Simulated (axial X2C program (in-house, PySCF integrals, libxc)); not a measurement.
# SnP: properties at the nuclei

Wanted for SnP: properties at the nuclei, at the two-component level.

Computed with an in-house X2C program for linear molecules on PySCF integrals. Level: two-component X2C with atomic mean-field terms, Sn dyall-cv3z, P dyall-v3z.

All values are calculated.

### 1 Set-up

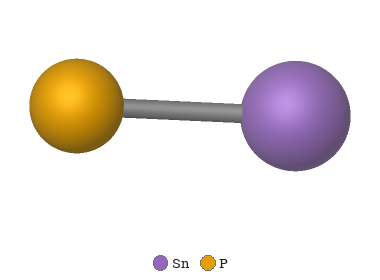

The two atoms at 2.320 Å (tin purple, phosphorus amber).

File task.json:

```json
{"zs": [50, 15], "q": 0, "bas": ["dyall-cv3z", "dyall-v3z"], "r0": 2.32, "levels": ["PBE0", "HF", "LDA", "TPSSh", "PBE"], "nst": 3}
```

Keys: zs atomic numbers; q charge; bas basis sets; r0 starting distance in Å; levels methods (HF also brings MP2); nst determinants followed.

On the command line:

```bash
$ python soeom.py task.json out
```

Further steps of the session: Expectation values, lowest determinant; Expectation values, a higher determinant; Expectation values, a higher determinant.

Before running it: what results should come out? Wanted: lowest determinant; Eeff magnitude; Ws magnitude Sn; A∥/gI Sn; qzz Sn; higher determinant (for each run or level that gives them).

**Answer**, as computed:

```
                                        quantity                                                  value
                              lowest determinant                Ω = 3/2 (excess of +ω over −ω: ω = 3/2)
                    Eeff magnitude (GV/cm), PBE0                                                 0.0854
                     Ws magnitude Sn (kHz), PBE0                                                0.00459
                            A∥/gI Sn (MHz), PBE0                                                    243
                             qzz Sn (a.u.), PBE0                                                  -6.92
                              higher determinant                Ω = 1/2 (excess of +ω over −ω: ω = 1/2)
Eeff magnitude (GV/cm), PBE0, higher determinant                                                   1.92
 Ws magnitude Sn (kHz), PBE0, higher determinant                                                   2.29
        A∥/gI Sn (MHz), PBE0, higher determinant                                                    639
         qzz Sn (a.u.), PBE0, higher determinant                                                  -7.11
                              higher determinant  Ω = 1/2 (excess of +ω over −ω: 2 × ω = -1/2, ω = 3/2)
Eeff magnitude (GV/cm), PBE0, higher determinant                                                  0.882
 Ws magnitude Sn (kHz), PBE0, higher determinant                                                   1.12
        A∥/gI Sn (MHz), PBE0, higher determinant                                                  -2450
         qzz Sn (a.u.), PBE0, higher determinant                                                  -4.60
```

In the first state, the effective field runs from 0.0854 to 0.4 GV/cm over the mean-field levels, so the levels don't agree on it. The expectation values come from single determinants, which for open shells can mix terms of unlike spin or miss the lowest Ω, so a determinant need not be a state. Eeff is the effective electric field on the electron dipole moment in this Ω state and Ws the scalar–pseudoscalar constant (defined with the proton number Z and per Ω); A∥ is the parallel hyperfine constant, which follows by multiplying with the nuclear g factor gI = μI/(I μN); qzz is the electric field gradient, eQq0 = 234.96 MHz × Q/barn × qzz; μ is positive if P is the positive end. The operators were transformed with the bare-nucleus X2C matrices.
